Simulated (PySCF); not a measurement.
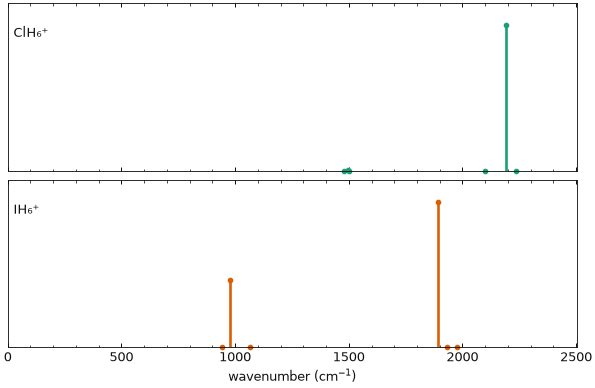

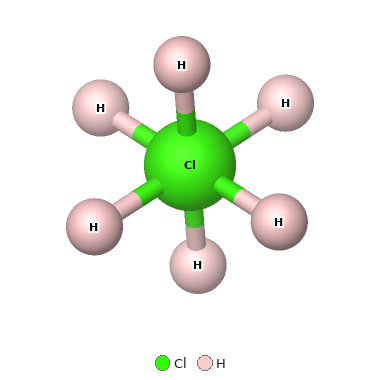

Harmonic infrared lines of ClH₆⁺ and IH₆⁺, all Oh singlets, each the lowest point that its search found (ClH₆⁺ is drawn); the central atom changes down one group of the periodic table. PBE0/def2-TZVP (core potentials past Kr), PySCF 2.14.0, unscaled, no spin-orbit coupling; each panel is scaled to its strongest line, degenerate modes are one line with their intensities summed, and dots on the axis are modes too weak to show or inactive.

How do the bond length and the stretches change along the series?

Mean bond length: ClH₆⁺ 1.379, IH₆⁺ 1.706 Å, rising down the group. Highest a1g mode: ClH₆⁺ 2234, IH₆⁺ 1978 cm⁻¹, falling down the group.
